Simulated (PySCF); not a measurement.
H7ClO5Si3, SMILES O[Si](O)(O)O[SiH2]O[SiH2]Cl at its GFN2-xTB optimised geometry (Å):

```
16

Si     1.0289    -3.2424     0.0000
Cl     3.0288    -3.2424     0.0000
O      0.5033    -1.7245     0.0000
Si     0.6907    -0.1142    -0.0114
O     -0.8244     0.4261     0.0248
Si    -1.5751     1.8613     0.1134
O     -0.5949     2.9347    -0.5981
O     -1.8195     2.3549     1.6336
O     -3.0288     1.6995    -0.5901
H      0.5500    -3.8561    -1.2302
H      0.5484    -3.8552     1.2299
H      1.3278     0.2587    -1.2659
H      1.4067     0.2652     1.1993
H     -0.6821     3.8561    -0.3690
H     -2.4197     1.8627     2.1869
H     -3.0912     1.2679    -1.4376
```

Computed with PBE0/def2-TZVP (PySCF 2.14.0). Cells within 0.4 Å of a nucleus heavier than hydrogen are left out (blank, or x).

Map of the deformation density (molecule minus spherical neutral atoms) (e/bohr³) on the plane z = 1.5 Å:

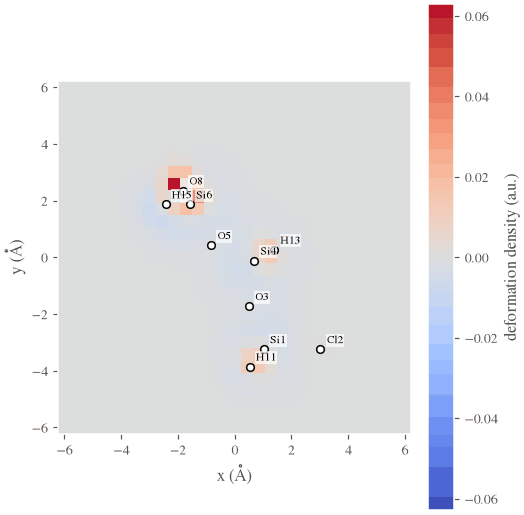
Fig. 1. Deformation density (molecule minus spherical neutral atoms) (e/bohr³) on the plane z = 1.5 Å.
